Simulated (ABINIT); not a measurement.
# BP (F-43m): G0W0 in ABINIT against the exchange cutoff

Wanted: the cheapest exchange cutoff that holds the gap of BP (F-43m).

Calculated with ABINIT 10.8.3; PBE and many-body steps on it, plane waves.

### 1. The structure

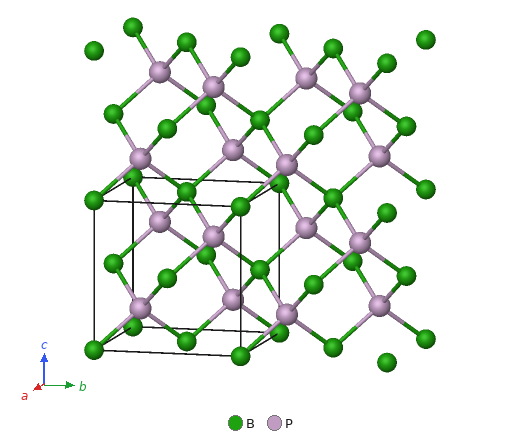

The starting structure, seen slightly off an axis (boron green, phosphorus pink). 1×2×2 cells are drawn. This picture shows the conventional cell, with its axes. Bonds to atoms that aren't drawn are left out. Some periodic images of atoms are drawn too.

The cell and positions come from the Crystallography Open Database and are kept as given unless a step says otherwise.

### 2. Screening, 6×6×6 mesh, 17 bands, screening to 106.1 eV

This step: ABINIT 10.8.3; RPA screening on PBE, plane waves, norm-conserving pseudopotentials.

The RPA dielectric matrix is built and inverted for each q.

Contents of run.abi:

```
acell 3*1.0 Angstrom
rprim 
  0.000000000000 2.269000000000 2.269000000000
  2.269000000000 0.000000000000 2.269000000000
  2.269000000000 2.269000000000 0.000000000000
ntypat 2
znucl 5 15
natom 2
typat 1 2
xred 
  0.000000000000 0.000000000000 0.000000000000
  0.250000000000 0.250000000000 0.250000000000
pp_dirpath "pseudos"
pseudos "B.upf, P.upf"
ecut 34
ngkpt 6 6 6
nshiftk 1
shiftk 0 0 0
kptopt 1
chksymbreak 0
istwfk *1
occopt 1
irdwfk 1
optdriver 3
nband 17
ecuteps 3.9
inclvkb 2
awtr 1
symchi 1
indata_prefix "in"
outdata_prefix "out"
tmpdata_prefix "tmp"
```

Command:

```
$ OMP_NUM_THREADS=1 mpirun -n 4 abinit run.abi > log
```

The log of the run:

```text
.Version 10.8.3 of ABINIT. v10.8.2 released Aug 2026.

 Symmetries : space group F-4 3 m (#216); Bravais cF (face-center cubic)
[... echo of the input left out ...]
== DATASET  1 ==================================================================
-   mpi_nproc: 4, omp_nthreads: 1 (-1 if OMP is not activated)

--- !DatasetInfo
iteration_state: {dtset: 1, }
dimensions: {natom: 2, nkpt: 16, mband: 17, nsppol: 1, nspinor: 1, nspden: 1, mpw: 1524, }
cutoff_energies: {ecut:  34.0, pawecutdg:  -1.0, }
electrons: {nelect:   8.00000000E+00, charge:   0.00000000E+00, occopt:   1.00000000E+00, tsmear:   1.00000000E-02, }

 SCREENING: Calculation of the susceptibility and dielectric matrices

 Based on a program developped by R.W. Godby, V. Olevano, G. Onida, and L. Reining.
 Incorporated in ABINIT by V. Olevano, G.-M. Rignanese, and M. Torrent.
.Using double precision arithmetic ; gwpc =  8

[... cell and pseudopotentials left out ...]
--------------------------------------------------------------------------------

 ==== K-mesh for the wavefunctions ====
 Number of points in the irreducible wedge :    16
[... list of points left out ...]
 Together with 24 symmetry operations and time-reversal symmetry
 yields   216 points in the full Brillouin Zone.

 ==== Q-mesh for the screening function ====
 Number of points in the irreducible wedge :    16
[... list of points left out ...]
 Together with 24 symmetry operations and time-reversal symmetry
 yields   216 points in the full Brillouin Zone.

 setmesh: FFT mesh size selected  =    24x   24x   24
          total number of points  =        13824

 vcoul_init : cutoff-mode = AUXILIARY_FUNCTION
 q-points for optical limit:   1
     1)      0.000010    0.000020    0.000030

- screening: taking advantage of time-reversal symmetry
- Maximum band index for partially occupied states nbvw = 4
- Remaining bands to be divided among processors   nbcw = 13
- Number of bands treated by each node ~3

 Number of electrons calculated from density =    8.0000; Expected =    8.0000
 average of density, n =  0.050741
 r_s =    1.6757
 omega_plasma =   21.7288 [eV]

 calculating chi0 at frequencies [eV] :
  1    0.000000E+00    0.000000E+00
  2    0.000000E+00    2.172879E+01

--------------------------------------------------------------------------------
  q-point number  1        q = ( 0.000000, 0.000000, 0.000000) [r.l.u.]
--------------------------------------------------------------------------------
[... chi0 elements left out ...]
 For q-point:  0.000010 0.000020 0.000030
  dielectric constant =   9.7033
  dielectric constant without local fields =  10.6362

  Average fulfillment of the sum rule on Im[epsilon] for q-point    1 :     35.66  [%]
[... wings left out ...]
  q-point number  2        q = ( 0.166667, 0.000000, 0.000000) [r.l.u.]
--------------------------------------------------------------------------------
[... chi0 elements left out ...]
  Average fulfillment of the sum rule on Im[epsilon] for q-point    2 :     79.84  [%]

 [... 14 further q-points ...]
```

Run time: 13 s. Hardware: 4 MPI ranks of Arm Neoverse N1, shared host; peak memory 0.41 GiB; 50 s of CPU time.

This step gave:

```yaml
eps_infinity_with_local_fields_on_this_mesh_along_the_program_s_q_direction: 9.703
the_same_without_local_fields: 10.64
plasma_frequency: 21.73 eV
plane_waves_in_the_screening_matrix: 59
```

Local fields lower ε∞ by 9 %.

### 3. 3.4 Ha

This step: G0W0 on PBE, plane waves, norm-conserving pseudopotentials.

run.abi: that of step 2 with these lines changed.

```diff
@@ -23,8 +23,17 @@
 irdwfk 1
-optdriver 3
+optdriver 4
 nband 17
+gwcalctyp 0
+ecutsigx 3.4
+symsigma 1
+nkptgw 2
+kptgw 
+  0.0000000000 0.0000000000 0.0000000000
+  0.5000000000 0.5000000000 0.0000000000
+bdgw 
+  2 7
+  3 6
 ecuteps 3.9
-inclvkb 2
-awtr 1
-symchi 1
+irdscr 1
+ppmodel 1
 indata_prefix "in"
```

The log of the run:

```text
.Version 10.8.3 of ABINIT. v10.8.2 released Aug 2026.

 Symmetries : space group F-4 3 m (#216); Bravais cF (face-center cubic)
[... echo of the input left out ...]
== DATASET  1 ==================================================================
-   mpi_nproc: 4, omp_nthreads: 1 (-1 if OMP is not activated)

--- !DatasetInfo
iteration_state: {dtset: 1, }
dimensions: {natom: 2, nkpt: 16, mband: 17, nsppol: 1, nspinor: 1, nspden: 1, mpw: 1524, }
cutoff_energies: {ecut:  34.0, pawecutdg:  -1.0, }
electrons: {nelect:   8.00000000E+00, charge:   0.00000000E+00, occopt:   1.00000000E+00, tsmear:   1.00000000E-02, }

 SIGMA: Calculation of the GW corrections

 Based on a program developped by R.W. Godby, V. Olevano, G. Onida, and L. Reining.
 Incorporated in ABINIT by V. Olevano, G.-M. Rignanese, and M. Torrent.
.Using double precision arithmetic ; gwpc =  8

[... cell and pseudopotentials left out ...]
--------------------------------------------------------------------------------

 ==== K-mesh for the wavefunctions ====
 Number of points in the irreducible wedge :    16
[... list of points left out ...]
 Together with 24 symmetry operations and time-reversal symmetry
 yields   216 points in the full Brillouin Zone.

 ==== Q-mesh for screening function ====
 Number of points in the irreducible wedge :    16
[... list of points left out ...]
 Together with 24 symmetry operations and time-reversal symmetry
 yields   216 points in the full Brillouin Zone.

 vcoul_init : cutoff-mode = AUXILIARY_FUNCTION
 q-points for optical limit:   1
     1)      0.000010    0.000020    0.000030
 setmesh: FFT mesh size selected  =    24x   24x   24
          total number of points  =        13824

 Number of electrons calculated from density =    8.0000; Expected =    8.0000
 average of density, n =  0.050741
 r_s =    1.6757
 omega_plasma =   21.7288 [eV]

 === KS Band Gaps ===
  >>>> For spin  1
   Minimum direct gap =   3.4068 [eV], located at k-point      :   0.0000  0.0000  0.0000
   Fundamental gap    =   1.3473 [eV], Top of valence bands at :   0.0000  0.0000  0.0000
                                       Bottom of conduction at :   0.5000  0.5000  0.0000
 SIGMA fundamental parameters:
 PLASMON POLE MODEL  1
 number of plane-waves for SigmaX                   59
 number of plane-waves for SigmaC and W             59
 number of plane-waves for wavefunctions          1459
 number of bands                                    17
 number of independent spin polarizations            1
 number of spinorial components                      1
 number of k-points in IBZ                          16
 number of q-points in IBZ                          16
 number of symmetry operations                      24
 number of k-points in BZ                          216
 number of q-points in BZ                          216
 number of frequencies for dSigma/dE                 9
 frequency step for dSigma/dE [eV]                0.25
 number of omega for Sigma on real axis              0
 max omega for Sigma on real axis  [eV]           0.00
 zcut for avoiding poles [eV]                     0.10

 EPSILON^-1 parameters (SCR file):
 dimension of the eps^-1 matrix on file             59
 dimension of the eps^-1 matrix used                59
 number of plane-waves for wavefunctions          1459
 number of bands                                    17
 number of q-points in IBZ                          16
 number of frequencies                               2
 number of real frequencies                          1
 number of imag frequencies                          1

 matrix elements of self-energy operator (all in [eV])

 Perturbative Calculation

--- !SelfEnergy_ee
iteration_state: {dtset: 1, }
kpoint     : [   0.000,    0.000,    0.000, ]
spin       : 1
KS_gap     :    3.407
QP_gap     :    4.248
Delta_QP_KS:    0.841
data: !SigmaeeData |
     Band     E0 <VxcDFT>   SigX SigC(E0)      Z dSigC/dE  Sig(E)    E-E0       E
        2   7.266 -13.300 -14.938   1.983   0.799  -0.251 -13.024   0.276   7.541
        3   7.266 -13.300 -14.938   1.983   0.799  -0.251 -13.024   0.276   7.541
        4   7.266 -13.300 -14.938   1.983   0.799  -0.251 -13.024   0.276   7.541
        5  10.672 -12.025  -7.148  -3.483   0.801  -0.248 -10.909   1.117  11.789
        6  10.672 -12.025  -7.148  -3.483   0.801  -0.248 -10.909   1.117  11.789
        7  10.672 -12.025  -7.148  -3.483   0.801  -0.248 -10.909   1.117  11.789

--- !SelfEnergy_ee
iteration_state: {dtset: 1, }
kpoint     : [   0.500,    0.500,    0.000, ]
spin       : 1
KS_gap     :    5.461
QP_gap     :    6.376
Delta_QP_KS:    0.915
data: !SigmaeeData |
     Band     E0 <VxcDFT>   SigX SigC(E0)      Z dSigC/dE  Sig(E)    E-E0       E
        3   3.152 -12.497 -15.928   3.283   0.778  -0.286 -12.612  -0.115   3.037
        4   3.152 -12.497 -15.928   3.283   0.778  -0.286 -12.612  -0.115   3.037
        5   8.613 -10.826  -6.482  -3.358   0.812  -0.232 -10.026   0.800   9.413
        6   8.933 -10.680  -6.216  -3.399   0.817  -0.224  -9.810   0.870   9.802

== END DATASET(S) ==============================================================
================================================================================

 -outvars: echo values of variables after computation  --------
           etotal      0.0000000000E+00
            nband          17
             nkpt          16
          spgroup         216
 [... the other variables as echoed above ...]

 Calculation completed.
```

Run time: 3.6 s. Hardware: 4 MPI ranks; peak memory 0.36 GiB; 14 s of CPU time.

This step gave:

| Quantity | Value |
| --- | --- |
| G0W0 gap on the points computed | 1.872 eV |
| starting gap on the mesh | 1.347 eV |
| k of the valence top | 0, 0, 0 |
| k of the conduction bottom | 0.5, 0.5, 0 |
| Z at the valence top | 0.799 |
| Z at the conduction bottom | 0.812 |
| least direct G0W0 gap on the computed points | 4.248 eV |

### 4. 6.8 Ha

run.abi: that of step 3 with these lines changed.

```diff
@@ -26,3 +26,3 @@
 gwcalctyp 0
-ecutsigx 3.4
+ecutsigx 6.8
 symsigma 1
```

The log of the run:

```text
.Version 10.8.3 of ABINIT. v10.8.2 released Aug 2026.

 Symmetries : space group F-4 3 m (#216); Bravais cF (face-center cubic)
[... echo of the input left out ...]
== DATASET  1 ==================================================================
-   mpi_nproc: 4, omp_nthreads: 1 (-1 if OMP is not activated)

--- !DatasetInfo
iteration_state: {dtset: 1, }
dimensions: {natom: 2, nkpt: 16, mband: 17, nsppol: 1, nspinor: 1, nspden: 1, mpw: 1524, }
cutoff_energies: {ecut:  34.0, pawecutdg:  -1.0, }
electrons: {nelect:   8.00000000E+00, charge:   0.00000000E+00, occopt:   1.00000000E+00, tsmear:   1.00000000E-02, }

 SIGMA: Calculation of the GW corrections

 Based on a program developped by R.W. Godby, V. Olevano, G. Onida, and L. Reining.
 Incorporated in ABINIT by V. Olevano, G.-M. Rignanese, and M. Torrent.
.Using double precision arithmetic ; gwpc =  8

[... cell and pseudopotentials left out ...]
--------------------------------------------------------------------------------

 ==== K-mesh for the wavefunctions ====
 Number of points in the irreducible wedge :    16
[... list of points left out ...]
 Together with 24 symmetry operations and time-reversal symmetry
 yields   216 points in the full Brillouin Zone.

 ==== Q-mesh for screening function ====
 Number of points in the irreducible wedge :    16
[... list of points left out ...]
 Together with 24 symmetry operations and time-reversal symmetry
 yields   216 points in the full Brillouin Zone.

 vcoul_init : cutoff-mode = AUXILIARY_FUNCTION
 q-points for optical limit:   1
     1)      0.000010    0.000020    0.000030
 setmesh: FFT mesh size selected  =    24x   24x   24
          total number of points  =        13824

 Number of electrons calculated from density =    8.0000; Expected =    8.0000
[...]
number of omega for Sigma on real axis              0
 max omega for Sigma on real axis  [eV]           0.00
 zcut for avoiding poles [eV]                     0.10

 EPSILON^-1 parameters (SCR file):
 dimension of the eps^-1 matrix on file             59
 dimension of the eps^-1 matrix used                59
 number of plane-waves for wavefunctions          1459
 number of bands                                    17
 number of q-points in IBZ                          16
 number of frequencies                               2
 number of real frequencies                          1
 number of imag frequencies                          1

 matrix elements of self-energy operator (all in [eV])

 Perturbative Calculation

--- !SelfEnergy_ee
iteration_state: {dtset: 1, }
kpoint     : [   0.000,    0.000,    0.000, ]
spin       : 1
KS_gap     :    3.407
QP_gap     :    4.258
Delta_QP_KS:    0.851
data: !SigmaeeData |
     Band     E0 <VxcDFT>   SigX SigC(E0)      Z dSigC/dE  Sig(E)    E-E0       E
        2   7.266 -13.300 -15.027   1.983   0.799  -0.251 -13.095   0.205   7.471
        3   7.266 -13.300 -15.027   1.983   0.799  -0.251 -13.095   0.205   7.471
        4   7.266 -13.300 -15.027   1.983   0.799  -0.251 -13.095   0.205   7.471
[...]
--- !SelfEnergy_ee
iteration_state: {dtset: 1, }
kpoint     : [   0.500,    0.500,    0.000, ]
spin       : 1
KS_gap     :    5.461
QP_gap     :    6.386
Delta_QP_KS:    0.925
data: !SigmaeeData |
     Band     E0 <VxcDFT>   SigX SigC(E0)      Z dSigC/dE  Sig(E)    E-E0       E
[...]
5   8.613 -10.826  -6.518  -3.358   0.812  -0.232 -10.056   0.771   9.384
        6   8.933 -10.680  -6.262  -3.399   0.817  -0.224  -9.848   0.832   9.765

== END DATASET(S) ==============================================================
================================================================================

 -outvars: echo values of variables after computation  --------
           etotal      0.0000000000E+00
            nband          17
             nkpt          16
          spgroup         216
 [... the other variables as echoed above ...]

 Calculation completed.
```

It took 3.6 s on 4 MPI ranks; peak memory 0.36 GiB; 14 s of CPU time.

This step gave:

```
G0W0 gap on the points computed              : 1.913 eV
starting gap on the mesh                     : 1.347 eV
k of the valence top                         : 0, 0, 0
k of the conduction bottom                   : 0.5, 0.5, 0
Z at the valence top                         : 0.799
Z at the conduction bottom                   : 0.812
least direct G0W0 gap on the computed points : 4.257 eV
```

(Part 1 of 2 ends here.)

[Paths, hosts, dates, memory and timing lines, banners, echoed tables and standing remarks are left out of the program output.]

[Logs are printed without paths, hosts, clocks, repeated set-up lines and the standing remarks that a program may print on its own settings, such as how far it seeks lower states.]

[Runs of the session that timed out or met a known fault of the program may be left out.]

[Hosts, paths, dates, database ids (printed as entryN), source tags and the programs' standing remarks are cut or masked in the printed files.]

[G0W0 gaps are taken among the corrected bands and points alone; a level outside them can change the order at an edge.]

[Where Ansatz stands beside ABINIT at settings called matched, ABINIT's density can come from a denser mesh and the files from another edition; pairs whose starting gaps differed by over 0.03 eV were left out, so agreement reads better than it is.]
